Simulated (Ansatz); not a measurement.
System: Na₂Ru.

Input file:

```
crystal:
  lattice:
    - [2.7215481305, 0.0, 0.0]
    - [0.0, 2.7215481305, 0.0]
    - [0.0, 0.0, 8.2202964298]
  atoms:
    - { symbol: Na, position: [0.0, 0.0, 0.7903161495] }
    - { symbol: Na, position: [0.0, 0.0, 0.2096838505] }
    - { symbol: Ru, position: [0.5, 0.5, 0.5], spin: 0.39 }
basis:
  ecutwfc: 420
kpoints:
  mp_grid: { grid: [16, 16, 6] }
hamiltonian:
  xc: pbe
scf:
  occupations: { method: gaussian, width: 0.1 }
output:
  forces: true
  stress: true
  eigenvalues: true
  populations: true
  write_density: true
  write_potential: true
  elf: true
  volumetric_format: npy
magnetization:
  spin_polarized: true
relax:
  adjacent_minimum: "off"
  f_tol: 0.01
  max_steps: 80
  cell: { stress_tol: 0.05 }
```

Launched as:

```sh
ansatz run input.yaml --threads 1 --pin off --max-ram 2048MiB --backend cpu --events-out ev --progress --plain --runs-dir out
```

Below, planes, directions and counts refer to the conventional cell (a = 2.70 Å, b = 2.70 Å, c = 8.30 Å, α = 90.00°, β = 90.00°, γ = 90.00°).

The fields are those of the relaxed geometry.

Space group P4/mmm; a structure generated by program, which may or may not match a known phase; spin-polarised.

Theory: DFT PBE, scalar-relativistic, plane waves, PAW (Ansatz).

### What will maps of the valence pseudo-density and electron localisation function show?

Na–Ru (3.09 Å): ρ at the midpoint is about 0.14 e/Å³, with its minimum of 0.09 e/Å³ about 1.2 Å from Na; the ELF is about 0.25 at the midpoint (no shared electron pair shows on this line).

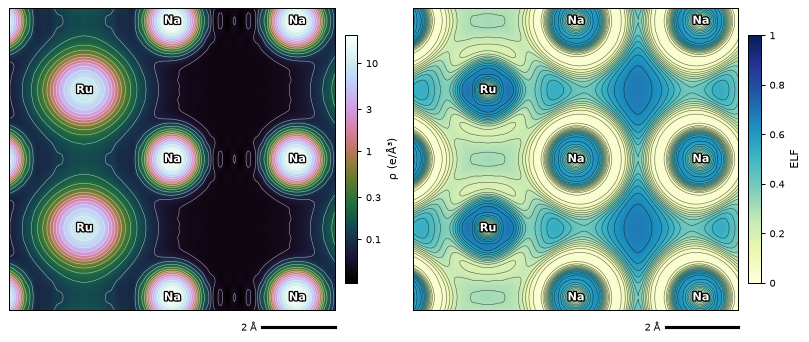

Computed valence pseudo-density and electron localisation function on the (11̄0) plane of the conventional cell, in this order. 

The density is the valence pseudo-density of a PAW calculation; it isn't the true density close to the nuclei.
